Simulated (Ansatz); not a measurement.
## Electronic structure of AlCl2H2N in real space

Input file:

```
crystal:
  periodic: [false, false, false]
  atoms:
    - { symbol: Al, position_ang: [-0.025975, 1.109037, 0.491917] }
    - { symbol: Cl, position_ang: [1.49999, -1.653332, -1.077659] }
    - { symbol: "N", position_ang: [-1.212945, -0.019787, 0.265163] }
    - { symbol: H, position_ang: [0.231632, -1.515792, -0.739239] }
    - { symbol: Cl, position_ang: [1.586417, 2.390333, 0.357765] }
    - { symbol: H, position_ang: [-2.079119, -0.310459, 0.701952] }
basis:
  gaussian: { orbitals: def2-SVP }
hamiltonian:
  xc: pbe0
  dispersion: d4
relax:
  f_tol: 0.03
  max_steps: 50
output:
  orbitals: {}
```

Launched as:

```sh
ansatz run input.yaml --threads 2 --pin off --max-ram 3072MiB --backend cpu --events-out ev --progress --plain --runs-dir out
```

The fields are those of the relaxed geometry.

Level of theory: Ansatz, RKS PBE0-D4/def2-SVP.

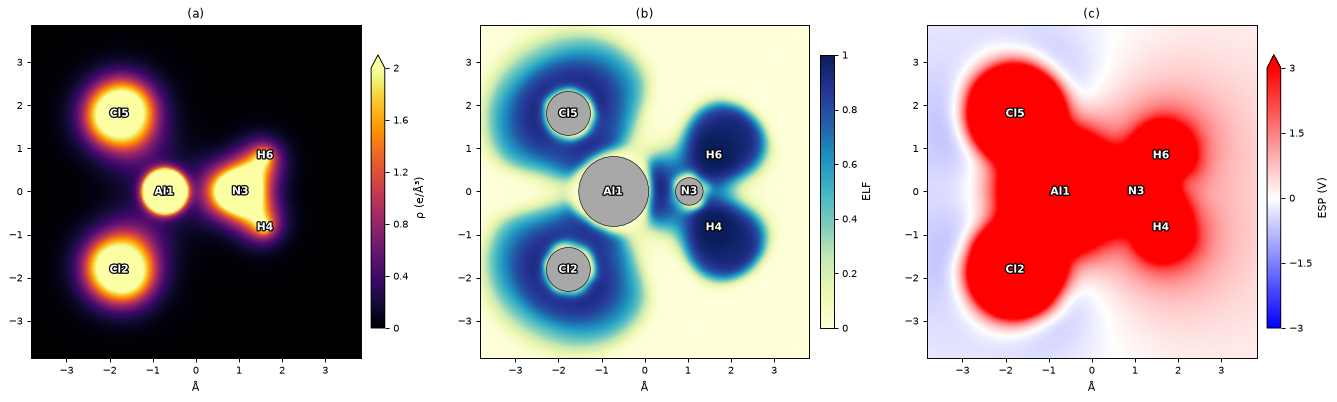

Figure 1. (a) electron density; (b) ELF; (c) molecular electrostatic potential on the molecular plane. Grey discs cover the atomic cores in the ELF map.

What does the map show?

Answer.
- The plane passes through Al, Cl, N and H nuclei.
- Al–N (1.75 Å): ρ at the midpoint is about 0.86 e/Å³; the ELF peaks at about 0.90 in the valence shell of N, 0.6 Å from its nucleus, and is about 0.50 at the midpoint.
- Al–Cl (2.09 Å): the density is about 0.71 e/Å³ at the midpoint; the ELF peaks at about 0.85 in the valence shell of Cl, 0.9 Å from its nucleus, and is about 0.80 at the midpoint.
- N–H (1.01 Å): ρ at the midpoint is about 2.7 e/Å³; the ELF climbs to about 1 towards the hydrogen, as it does in any bond to H: a covalent bond by its length.
- The ELF also peaks beside Cl2 and Cl5, away from the bonds: lone-pair regions.
- Outside the dense part of the molecule the potential is most negative (−0.7 V) near Cl2 and Cl5.

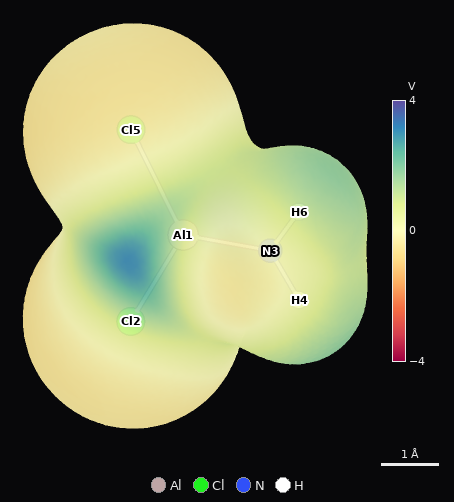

Figure 2. The molecular electrostatic potential painted on the density surface at 0.002 e/bohr³, seen at a tilt; red is negative and blue positive.

Where is the surface potential most negative and most positive?

Answer. The most negative region (about −0.7 V, or −16 kcal/mol for a unit charge) lies over Cl2 and Cl5, the most positive (about +3.1 V, or +71 kcal/mol for a unit charge) over Al1.

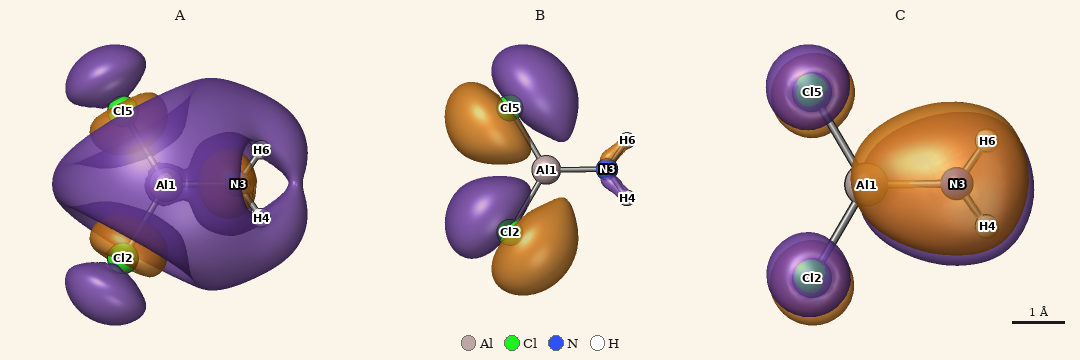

Figure 3. Three frontier orbitals at ±0.05 Å⁻³ᐟ² (orange and purple are the two phases), in no order.

Order the three orbitals by energy and name them.

Answer. B is the HOMO−1 (−8.98 eV). Its weight (Hirshfeld) is mainly on Cl2 (about 45 %) and Cl5 (about 45 %); it is symmetric in the molecular plane (an in-plane orbital: σ, lone-pair or in-plane π type); largely a combination of lone pairs on Cl2 and Cl5. C is the HOMO (−7.82 eV). It lies mainly on N3 (about 70 %); it changes sign across the molecular plane (π type). A is the LUMO (−0.39 eV). It lies mainly on Al1 (about 55 %), Cl2 (about 15 %), Cl5 (about 15 %) and N3 (about 10 %); it is symmetric in the molecular plane (an in-plane orbital: σ, lone-pair or in-plane π type).

What is the HOMO–LUMO gap?

Answer. 7.43 eV between the orbital energies.

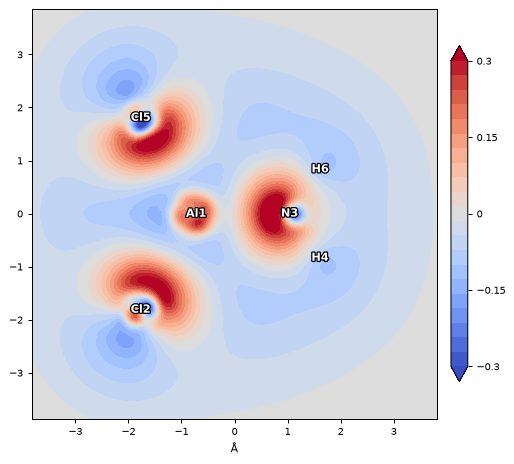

Figure 4. The LUMO on the molecular plane (values in Å⁻³ᐟ²; the overall sign is arbitrary).

What is the character of this orbital?

Answer. Its weight (Hirshfeld) is mainly on Al1 (about 55 %), Cl2 (about 15 %), Cl5 (about 15 %) and N3 (about 10 %); it is symmetric in the molecular plane (an in-plane orbital: σ, lone-pair or in-plane π type). Its energy is −0.39 eV.
